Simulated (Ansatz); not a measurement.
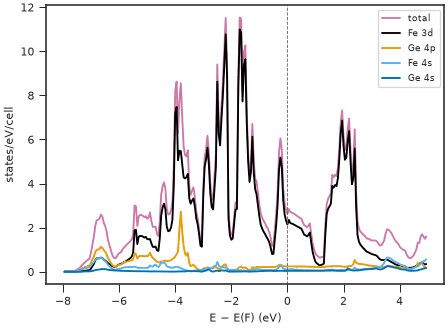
Total and projected density of states of Fe$_{3}$Ge in space group Fm-3m (No. 225; Fe on 4b, Fe on 8c, Ge on 4a), plane-wave PAW r²SCAN (Ansatz code)

Problem. Which orbitals carry the states next to the Fermi level?

Solution. Within 0.5 eV of the Fermi level: Fe 3d 83 %, Ge 4p 8 %. Projections are on Löwdin-orthogonalised atomic valence shells; empty p or d shells of many metals are not among them.

Problem. Where is the tallest occupied peak in this window, and what makes it?

Solution. Near -1.7 eV, about 12 states/eV per cell; the largest projected share is Fe 3d.

The workflow started from a Materials Project entry (that database holds measured and hypothetical structures alike); the Crystallography Open Database copy checked does not list it. COD files the formula under space group No. 194, so this cell is another polymorph or a model. Whether it is the stable phase at ambient conditions was not checked. The cell was relaxed with r²SCAN under the symmetry of its start; whether a distortion lowers the energy is not shown. The final state is ferromagnetic, the only order run, not a proven ground state. Other orbital occupations within this spin state were not tried. Scalar-relativistic: spin–orbit coupling is off unless named, which matters more the heavier the elements.

Potentials: the later of the program's two PAW sets.
